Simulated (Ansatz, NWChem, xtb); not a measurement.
**Redistribution: C3H5Cl + CH4 → C3H6 + CH3Cl**

Species: C3H5Cl (2-chloropropene) `C=C(C)Cl`, singlet; CH4 `C`, singlet; C3H6 `C=CC`, singlet; CH3Cl (chloromethane) `CCl`, singlet. The partners trade Cl for H; both sit on C, so the bond types are kept.

Shapes, held fixed at every level: PBE0-D4/def2-TZVP. Programs: Ansatz 0.2.0, NWChem 7.3.0, xtb 6.7.1. The zero-point and thermal change to 298 K, harmonic and unscaled (PBE0-D4/def2-TZVP), is +3.3 kJ/mol.

**What was measured.** Tabulated heats of formation (Active Thermochemical Tables, CRC Handbook of Chemistry and Physics): C3H5Cl -21.0 (CRC); CH4 -74.5 (ATcT); C3H6 +20.4 (ATcT); CH3Cl -82.6 (ATcT) kJ/mol, which give ΔH(298 K) = +33.3 kJ/mol.

```tsv
level	kind	ΔH (kJ/mol)	computed − measured
GFN1-xTB	semi-empirical	+48.5	+15.2
HF/def2-SVP	Hartree–Fock	+20.1	-13.2
HF/def2-TZVPP	Hartree–Fock	+16.2	-17.1
r2SCAN0-D4/def2-TZVPP	global hybrid	+34.2	+0.9
wB97M-V/def2-TZVPP	range-separated hybrid	+31.5	-1.8
wB97X-V/def2-TZVPP	range-separated hybrid	+30.3	-3.0
MP2/def2-SVP	perturbation theory	+41.5	+8.2
MP2/def2-TZVPP	perturbation theory	+36.9	+3.6
CCSD(T)/CBS estimate	coupled cluster or CI	+30.5	-2.7
```

Nearest: r2SCAN0-D4/def2-TZVPP (+0.9); farthest: HF/def2-TZVPP (-17.1). 6 of 9 levels lie within 10 kJ/mol. The heats of C3H5Cl come from older tables and can be uncertain by 10 kJ/mol or more. The CBS estimate extrapolates MP2 from def2-TZVPP and def2-QZVPP and adds CCSD(T) − MP2 in the triple-zeta set, cores frozen.

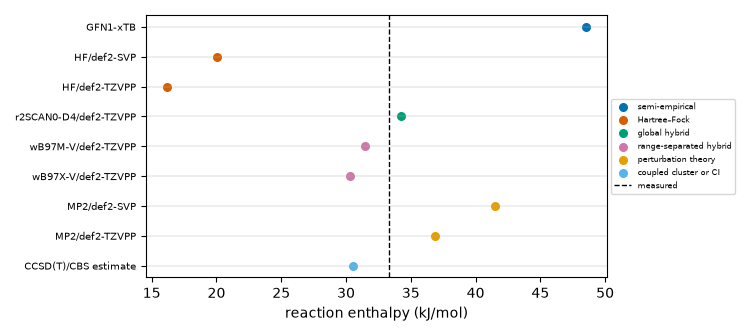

The values of the table, level by level.
